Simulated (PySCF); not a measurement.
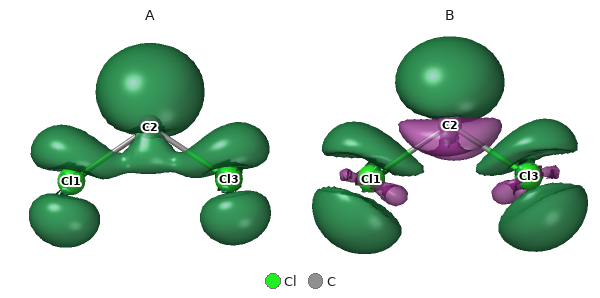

*CCl$_{2}$, SMILES `Cl[C]Cl`. The Fukui function f⁻ from two separate SCF calculations and the density of the HOMO, at ±0.03 e/Å³ (green positive, purple negative).*

Level of theory: TPSSh/def2-SVP (PySCF), at a geometry from GFN2-xTB. No frequency check shows the geometry to be a minimum. GFN2-xTB bond lengths at metals and heavier atoms can be off by up to 0.1 Å and shapes distorted, which carries into these values.

Which panel is which, and how good is the frozen-orbital picture?

Answer. B is f⁻ (it has negative regions), A the HOMO density. The HOMO lies on C2 (59 %) and Cl1 and Cl3 (20 % each); f⁻ (Hirshfeld-condensed) is largest on C2 (0.37) and Cl1 and Cl3 (0.32 each); the vertical ionisation energy is 9.40 eV. Relaxation shifts 23 % of the electron between atoms. The orbital energy is −6.22 eV.
